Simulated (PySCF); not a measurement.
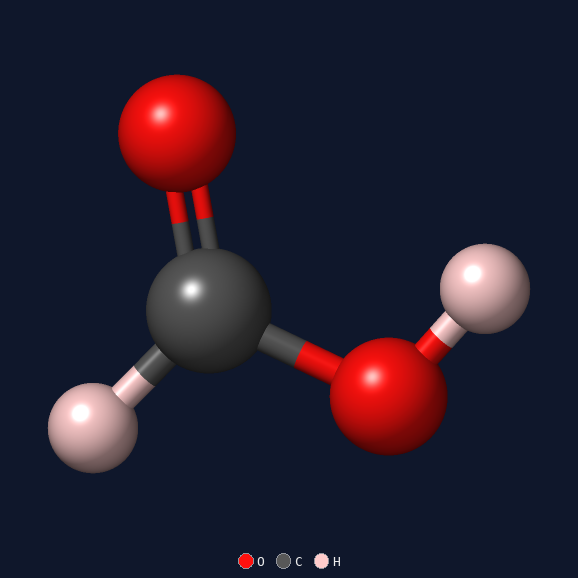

The picture shows a molecular structure as a ball-and-stick model. Double and triple bonds are drawn as two and three sticks.

The geometry was computed by an optimisation with PBE0-D3(BJ)/def2-SVP. No frequency run is at hand to confirm it as a minimum.

Describe the molecule.

Formula CH2O2. Its SMILES string is `O=CO`. Among its groups: carboxylic acid. This geometry has Cs symmetry. All atoms lie on one plane. Coordination: 1 C trigonal planar; 1 O bent.

More results for the same structure follow; atom numbers are the same in all pictures, views and colours differ.

Shape

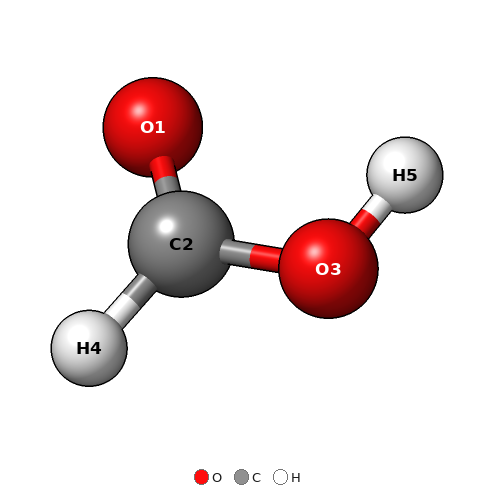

Numbered structure. No frequency run is at hand to confirm it as a minimum.

Which atoms are bonded, and how long are the bonds?

```tsv
bond	length (Å)	order
O1–C2	1.196	double
C2–O3	1.332	single
C2–H4	1.110	single
O3–H5	0.971	single
```

Levels of theory compared

No frequency run is at hand to confirm it as a minimum. Program: PySCF 2.14.0.

Tabulate HOMO energy (eV), HOMO–LUMO gap (eV), dipole (D) at these levels: B3LYP/pcJ-1; B97-2/pcSseg-2; CAM-B3LYP/pcSseg-2; LC-wPBE/pcSseg-2; PBE0/6-311+G(2d,p); PBE0/6-31G; PBE0/STO-3G; PBE0/def2-SVP; PBE0/def2-SVPD; PBE0/def2-TZVP; WP04/pcSseg-2; ωB97X-D/pcSseg-2.

```tsv
level	HOMO energy (eV)	HOMO–LUMO gap (eV)	dipole (D)
B3LYP/pcJ-1	−8.23	7.96	1.52
B97-2/pcSseg-2	−8.30	8.03	1.59
CAM-B3LYP/pcSseg-2	−10.13	11.12	1.59
LC-wPBE/pcSseg-2	−11.43	13.76	1.60
PBE0/6-311+G(2d,p)	−8.62	8.37	1.57
PBE0/6-31G	−8.45	8.39	1.35
PBE0/STO-3G	−4.78	8.35	1.11
PBE0/def2-SVP	−8.33	8.55	1.50
PBE0/def2-SVPD	−8.69	8.37	1.59
PBE0/def2-TZVP	−8.54	8.45	1.57
WP04/pcSseg-2	−9.71	7.13	1.60
ωB97X-D/pcSseg-2	−10.52	12.26	1.61
```

Polarisability

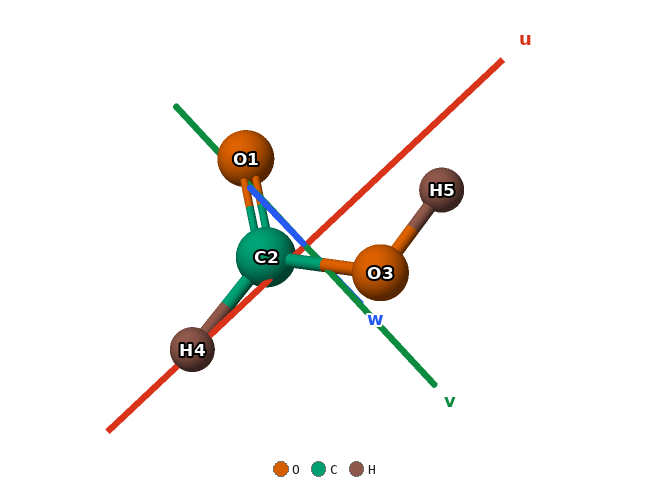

The lines u, v and w are the principal axes of the static dipole polarisability. No frequency run is at hand to confirm it as a minimum. Computed with PBE0/def2-SVPD (PySCF 2.14.0).

> Along which axis is the molecule most polarisable, and along which least?

Most along v (in the molecular plane), least along w (normal to the molecular plane).

> Give the three principal values.

u 23.5, v 26.6, w 15.8 bohr³; mean 22.0, anisotropy 9.6 bohr³.

Spin–spin coupling

No frequency run is at hand to confirm it as a minimum. Level of theory: B3LYP/pcJ-1 indirect spin-spin coupling, non-relativistic, gas phase (PySCF 2.14.0). Isotopes: 13C, 1H, 17O.

Give the spin–spin coupling constants of these pairs, with the number of bonds between them: O1/C2, C2/H4, O1/H4, H4/H5.

```tsv
pair	bonds apart	J (Hz)
O1, C2	1	27.7
C2, H4	1	228.9
O1, H4	2	−9.6
H4, H5	3	15.8
```
